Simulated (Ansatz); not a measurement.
# CHSi: a trajectory, and a look at its input

Aim: a trajectory from the structure below. Read the input with care, then see what the program makes of it.

Computed with Ansatz 0.2.0, Gaussian basis. Level: PBE0-D4/def2-SVPD.

## 1. The structure

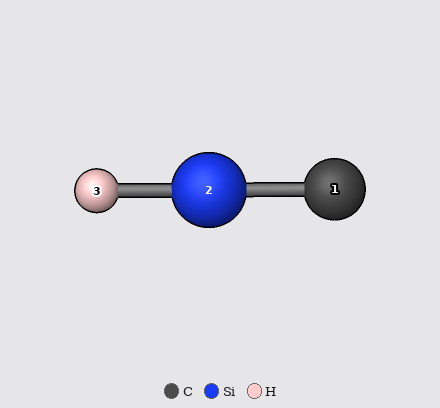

The start (carbon dark grey, silicon blue, hydrogen pink).

```csv
atom,x (Å),y (Å),z (Å)
C1,-0.8305,1.3527,-0.3038
Si2,0.0301,-0.0500,0.0109
H3,0.8004,-1.3028,0.2928
```

## 2. The run

run/in.yaml reads:

```yaml
crystal:
  periodic: [false, false, false]
  atoms:
    - {symbol: C, position_ang: [-0.830510, 1.352750, -0.303760]}
    - {symbol: Si, position_ang: [0.030130, -0.049980, 0.010930]}
    - {symbol: H, position_ang: [0.800390, -1.302770, 0.292830]}
basis:
  gaussian: {orbitals: def2-SVPD}
total_charge: -1
hamiltonian: {xc: pbe0, dispersion: d4}
md: {n_steps: 30, timestep: 0.5, temperature: 1000, ensemble: npt, seed: 226, initial_velocities: maxwell_boltzmann}
```

Run with:

```sh
> ansatz run in.yaml --threads 2 --pin off --events-out ev --progress --plain --max-ram 3481MiB
```

The program printed:

```text
Error: YAML parse error: error: line 11 column 63: unknown variant `npt`, expected one of nve, nve_milne, nvt_langevin, nvt_nose_hoover, npt_langevin
  --> <input>:11:63
   |
 9 | total_charge: -1
10 | hamiltonian: {xc: pbe0, dispersion: d4}
11 | md: {n_steps: 30, timestep: 0.5, temperature: 1000, ensemble: npt, seed: 226, initial_velocities: maxwell_boltzmann}
   |                                                               ^ unknown variant `npt`, expected one of nve, nve_milne, nvt_langevin, nvt_nose_hoover, npt_langevin
```

Wall time 0.05 s (2 threads of Arm Neoverse V2, shared host).

## 3. What is wrong

The program refused the input before any work.

The ensemble's name is not one that the program knows.

The cure: name one that the program lists, such as nve, nvt_langevin or nvt_nose_hoover.

## 4. Outcome

```
quantity             value
this run           refused
   fault  unknown ensemble
```

What this shows: The ensemble's name is not one that the program knows.

For comparison, these settings ran to the end on the same system (60 steps):

```yaml
hamiltonian: {xc: pbe0, dispersion: d4}
md: {n_steps: 60, timestep: 0.5, temperature: 100, ensemble: nve, seed: 630, initial_velocities: maxwell_boltzmann}
```
